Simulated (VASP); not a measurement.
Band structure of V (bcc). These are PBE GGA with D3 dispersion (Becke-Johnson damping), VASP's PBE PAW potentials (set 64) (plane waves; VASP) values and carry that method's errors.

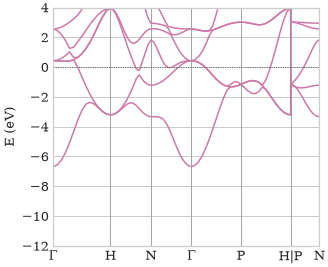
Figure: Bands along high-symmetry lines, zero at the valence-band maximum or, without a gap, the Fermi level

### Question
Read the plot: is there a gap, and where are the band edges?

### Answer
It has no gap at this level: it comes out as a metal or semimetal. (Edges off the drawn lines would not show.)

The compound is V in the bcc structure. It was relaxed first, which changed the volume by -8 %. The run is not spin-polarised, so no magnetic state was tried.
